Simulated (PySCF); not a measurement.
**C$_{6}$H$_{17}$NSi: density, localisation and related maps**

The calculation's input:

```
{"job": {"kind": "nmr", "xc": "PBE0", "basis": "pcSseg-1"}, "charge": 0, "multiplicity": 1}
Si     0.642540     1.444933     0.009572
H      0.609050     1.731684     1.488135
C      2.428808     1.077436    -0.443927
H      3.043821     1.983350    -0.319914
H      2.500704     0.752594    -1.493912
H      2.864118     0.288751     0.187419
C      0.055416     2.965367    -0.923529
H     -0.969025     3.249814    -0.637177
H      0.071794     2.782827    -2.009641
H      0.713046     3.824088    -0.717844
N     -0.451486     0.165344    -0.441671
C     -0.701507    -1.106799     0.229846
C     -1.752486    -0.936477     1.334716
C     -1.203458    -2.111025    -0.809190
C      0.600074    -1.621564     0.842331
H     -1.274543     0.487872    -0.942218
H     -1.974339    -1.889705     1.840694
H     -1.404132    -0.214594     2.089260
H     -2.694130    -0.552816     0.911953
H     -2.135406    -1.752426    -1.276321
H     -1.413992    -3.091134    -0.353689
H     -0.455810    -2.242483    -1.604945
H      0.992150    -0.919194     1.595785
H      1.366664    -1.768103     0.066853
H      0.432178    -2.584002     1.348035
```

Command:

```sh
OMP_NUM_THREADS=2 python probes_run.py task.json out
```

Geometry: PBE0-D3(BJ)/def2-SVP.

All numbers below come from PBE0/pcSseg-1, SCF density, gas phase, non-relativistic in PySCF.

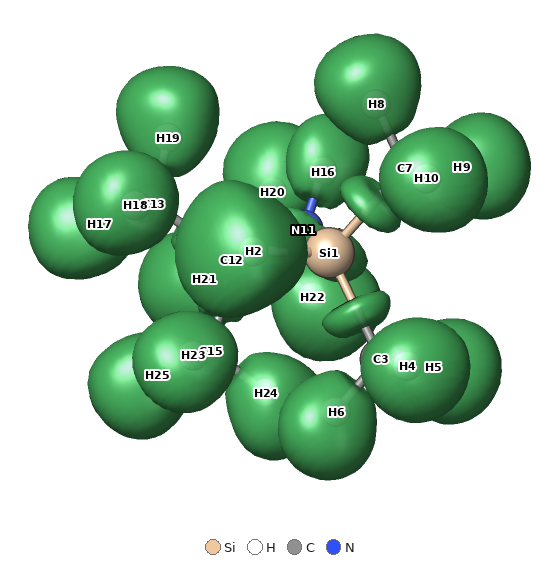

Figure 1. Isosurface of the ELF at 0.85 (green), seen at an oblique angle. Core shells and regions of very low density are left out.

Q: Where are the electrons localised?

A: The ELF exceeds this value in three regions between bonded C–C atoms (shared pairs), one region between bonded C–N atoms (shared pairs), two regions between bonded C–Si atoms (shared pairs), 17 regions around hydrogen nuclei and one region wrapped around N (its valence shell). Along the contacts the grid gives the following. C–N (1.46 Å): the ELF peaks at about 0.90 between the atoms, as expected for a covalent bond. C–C (1.53 Å): the ELF peaks at about 0.95 between the atoms, as expected for a covalent bond.

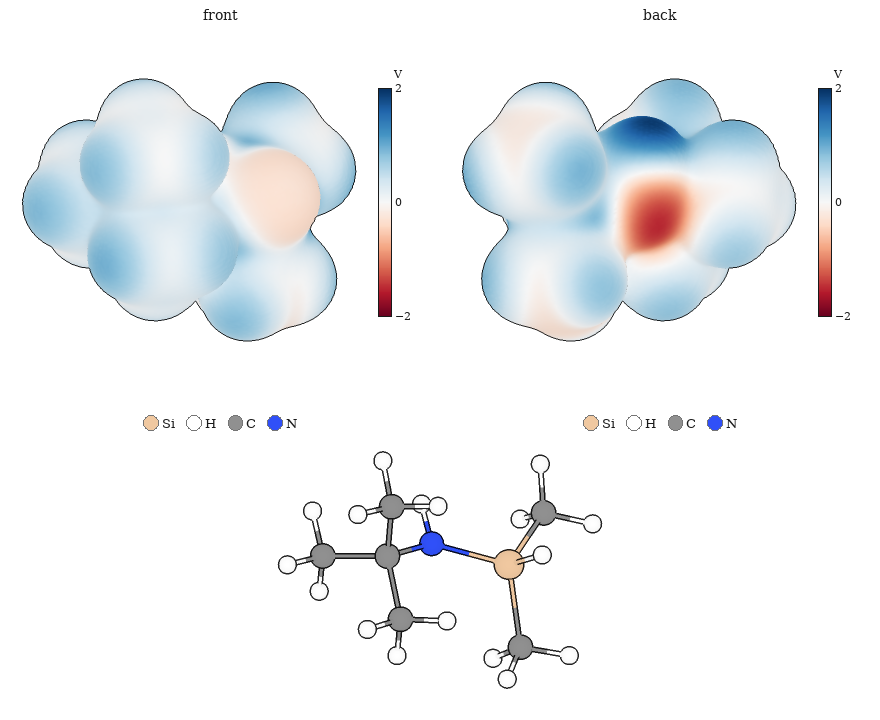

Figure 2. The molecular electrostatic potential painted on the density surface at 0.004 e/bohr³, seen from the front and from behind; red is negative and blue positive. The bare structure is drawn below in the same view.

Q: Describe the electrostatic potential map.

A: The most negative region (about −1.4 V) lies over N11, the most positive (about +1.8 V) over H16. N11 is the likeliest acceptor of a hydrogen bond.

Q: What dipole moment does the calculation give?

A: Its dipole moment is 0.68 D.

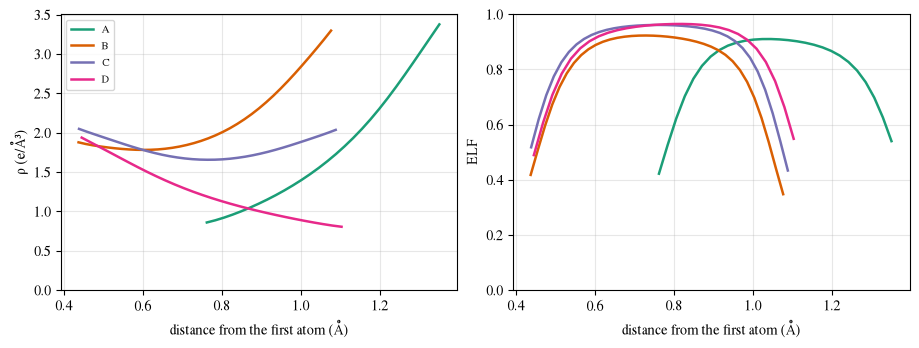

Figure 3. Total electron density and electron localisation function along straight lines between neighbouring atoms. The curves leave out the atomic cores.

Q: Which curve belongs to which contact (C–C, C–N, C–Si and Si–N)? The first atom named is at distance zero.

A: Curve A: Si–N (1.74 Å): the density is about 1 e/Å³ at the midpoint; the ELF peaks at about 0.90 between the atoms; a polar covalent bond. Curve B: C–N (1.46 Å): ρ is about 1.9 e/Å³ halfway; the ELF peaks at about 0.90 between the atoms; a covalent bond. Curve C: C–C (1.53 Å): ρ at the midpoint is about 1.7 e/Å³; the ELF peaks at about 0.95 between the atoms: a covalent bond. Curve D: C–Si (1.88 Å): the density is about 0.95 e/Å³ at the midpoint; the ELF peaks at about 0.95 between the atoms: localised, covalent bonding.
